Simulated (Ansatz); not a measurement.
The calculation's input:

```
crystal:
  periodic: [false, false, false]
  atoms:
    - {symbol: C, position_ang: [-1.302775, -0.531130, 1.973865]}
    - {symbol: C, position_ang: [-1.138309, -0.282671, 0.497162]}
    - {symbol: O, position_ang: [0.214602, 0.002566, 0.232177]}
    - {symbol: C, position_ang: [0.464107, 0.247207, -1.122283]}
    - {symbol: C, position_ang: [1.939181, 0.536049, -1.262114]}
    - {symbol: F, position_ang: [2.227218, 0.780717, -2.590491]}
    - {symbol: H, position_ang: [-2.345991, -0.755102, 2.206160]}
    - {symbol: H, position_ang: [-1.002077, 0.347628, 2.547404]}
    - {symbol: H, position_ang: [-0.688912, -1.375752, 2.292273]}
    - {symbol: H, position_ang: [-1.452737, -1.163634, -0.083020]}
    - {symbol: H, position_ang: [-1.766380, 0.560788, 0.172102]}
    - {symbol: H, position_ang: [0.196268, -0.622772, -1.740465]}
    - {symbol: H, position_ang: [-0.118638, 1.106740, -1.486090]}
    - {symbol: H, position_ang: [2.218419, 1.417113, -0.678149]}
    - {symbol: H, position_ang: [2.534122, -0.318649, -0.929231]}
basis:
  gaussian: {orbitals: def2-TZVPP}
hamiltonian: {xc: pbe0, dispersion: d4}
output: {orbitals: {seedname: orbitals}}
```

Launched as:

```sh
ansatz run in.yaml --threads 4 --pin off --events-out ev --progress --plain --max-ram 11315MiB
```

Geometry: PBE0-D4/def2-TZVP.

Computed with RKS PBE0-D4/def2-TZVPP (Ansatz 0.2.0).

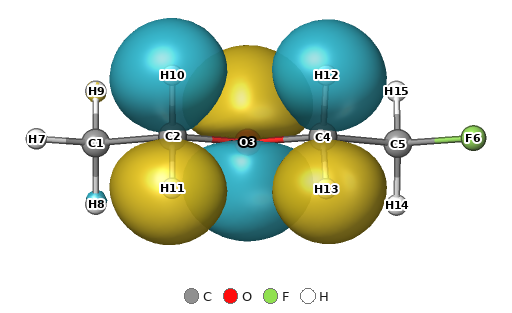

C₄H₉FO (SMILES CCOCCF). The HOMO at ±0.08 Å⁻³ᐟ² (yellow and cyan are the two phases), seen from one side.

Question: Where does this orbital lie, and at what energy?

Answer: It lies mainly on O3 (about 55 %), C2 (about 10 %) and C4 (about 10 %). Its energy is −7.67 eV.
